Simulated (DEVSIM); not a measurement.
System: abrupt In0.53Ga0.47As n-p junction, at 250 K.

| layer (left to right) | material | thickness (μm) | Nd (cm⁻³) | Na (cm⁻³) | τn (s) | τp (s) |
|---|---|---|---|---|---|---|
| 1 | In0.53Ga0.47As | 3.00 | 9.7e15 | - | 5.5e-9 | 5.5e-9 |
| 2 | In0.53Ga0.47As | 0.950 | - | 1.9e15 | 5.5e-9 | 5.5e-9 |

Left contact: ohmic. Right contact: ohmic. Voltage is applied to the left contact. Recombination: SRH at mid-gap, radiative. Mobility is μmin + (μ − μmin)/(1 + (N/Nref)^α).

Constants are typed, rounded textbook-type inputs, not results; the design itself was drawn at random and stands for no fabricated device. Values at 300 K; Nc and Nv go as T^1.5, mobilities as T to minus their exponent, the gap by Varshni's rule with the affinity fixed.

| parameter | In0.53Ga0.47As |
|---|---|
| gap (eV) | 0.74 |
| affinity (eV) | 4.51 |
| permittivity | 13.9 |
| Nc (cm⁻³) | 2.1e17 |
| Nv (cm⁻³) | 7.7e18 |
| μn (cm²/Vs) | 12000 |
| μp (cm²/Vs) | 300 |
| μn,min | 300 |
| μp,min | 10 |
| Nref,n | 1.3e17 |
| Nref,p | 4.9e17 |
| αn | 0.48 |
| αp | 0.4 |
| T exponent of μn | 1.6 |
| T exponent of μp | 1.6 |
| B (cm³/s) | 9.6e-11 |
| Varshni α (eV/K) | 0.00035 |
| Varshni β (K) | 190 |

Model (solved in DEVSIM): 1D drift-diffusion, Boltzmann statistics, complete ionisation; no tunnelling, impact ionisation, image-force lowering or self-heating.

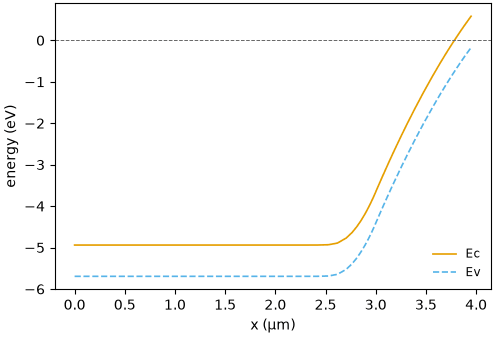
*Band edges at 5.0 V on the left contact*

Energies count from the Fermi level of the right contact; mesh points crowd at the junctions.

```tsv
x (μm)	Ec (eV)	Ev (eV)	n (cm⁻³)	p (cm⁻³)	field (V/cm)
0.000	-4.940	-5.694	9.7e15	59000	≈ 0
0.02200	-4.940	-5.694	9.7e15	59000	≈ 0
0.06034	-4.940	-5.694	9.7e15	58000	≈ 0
0.1367	-4.940	-5.694	9.7e15	57000	≈ 0
0.3500	-4.940	-5.694	9.7e15	53000	≈ 0
0.6875	-4.940	-5.694	9.7e15	47000	≈ 0
1.329	-4.940	-5.694	9.7e15	34000	≈ 0
2.284	-4.940	-5.694	9.7e15	8900	≈ 0
2.619	-4.891	-5.646	1.0e15	1000	8600
2.811	-4.497	-5.252	1.3e7	1400000	33000
2.912	-4.103	-4.858	630000	2400000	45000
2.976	-3.788	-4.543	510000	2800000	53000
2.999	-3.663	-4.417	480000	2700000	56000
3.018	-3.555	-4.309	420000	2900000	56000
3.073	-3.253	-4.008	410000	3600000	55000
3.157	-2.802	-3.557	400000	4700000	52000
3.314	-2.011	-2.765	390000	7100000	49000
3.563	-0.876	-1.630	350000	1.2e7	42000
3.792	0.033	-0.722	310000	1.7e7	37000
3.873	0.321	-0.433	290000	1.1e10	35000
3.920	0.483	-0.272	300000	1.9e13	34000
3.950	0.582	-0.173	300000	1.9e15	33000
```
